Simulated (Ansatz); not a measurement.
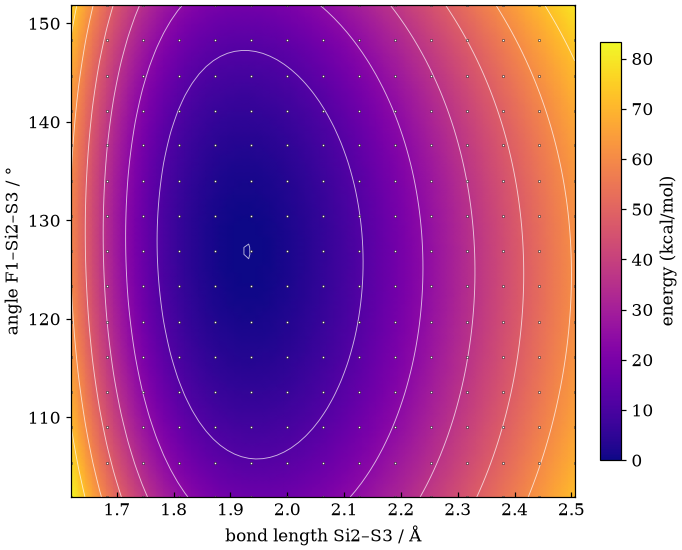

FHSSi, SMILES F[SiH]=S. The first coordinate is: bond length Si2–S3; the second: angle F1–Si2–S3. Nothing is relaxed (all other coordinates rigid). The grid has 15 × 15 points. Points are written as (first, second). Energies are in kcal/mol, from the lowest grid point. The restricted reference is unstable at some or all points, so the energies there are unreliable. This map comes from RHF-MP2, frozen core/def2-TZVP in Ansatz 0.2.0.

The picture shows a smooth colour map with a few white contour lines, dots at the grid points. Between grid points the surface is interpolated.

The lowest grid point is at (1.936 Å, 126.9°). No other kind of well shows on this grid. The highest grid point, (1.620 Å, 101.9°), lies 83 kcal/mol above the lowest. Round the minimum the two coordinates are weakly coupled (coupling 0.05 in units of the two stiffnesses).

The level of theory is changed to Ansatz, RHF/def2-TZVP; with it change the reference geometry, relaxed at the new level; the new grid has 15 × 15 points, laid about the new relaxed structure. 

What will the new map look like?

Answer. The minimum (interpolated where it lies between grid points) moves from about (1.928 Å, 127°) to about (1.911 Å, 126°). The curvature at the minimum changes by less than a tenth (about 36) eV/Å² along bond length Si2–S3 and from about 7.7 to 8.8 eV/rad² along angle F1–Si2–S3.

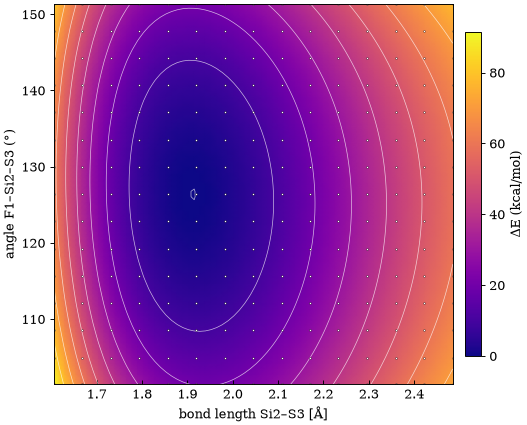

The map after the change, on a colour scale of its own. In the figure: a smooth colour map with a few white contour lines, dots at the grid points. Between grid points the surface is interpolated.
